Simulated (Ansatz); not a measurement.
Run report: GeHCl2F, molecular dynamics (part 4 of 4)

Continued. System: GeHCl2F. Method: RKS PBE0-D4/def2-SVP (Ansatz 0.2.0). It belongs to a series of runs on one base structure; here: dynamics from the start.

Geometry of the input (Å):
```
Ge 0.0254  0.0434  0.0291
H  -0.0003  -0.0010  1.5519
Cl 2.0094  0.0060  -0.7401
Cl -0.9988  1.7429  -0.7406
F  -0.7792  -1.3507  -0.5883
```

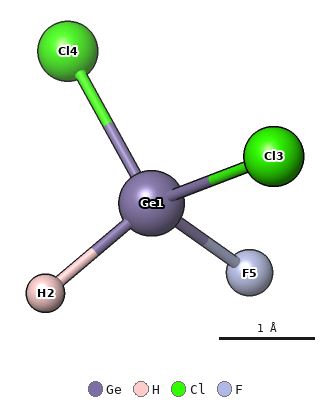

Figure 1. The geometry at step 150 of the log (ball-and-stick view, seen at a tilt; atoms are numbered from 1 in the order of the input).

Summary

- outcome: finished
- mean temperature over the second half: 198 K
- trajectory: 150 steps, 75 fs
- ensemble: nve
- temperature in the input: 500.0 K
- time step: 0.5 fs
- potential energy (last step): −84264.9565 eV
- mean-field energy (last step): −84264.8394 eV
- largest force (length of the vector) (last step): 1.468 eV/Å
- wall time: 8.4 min
- peak memory: 0.18 GiB

So short a trajectory is not equilibrated.
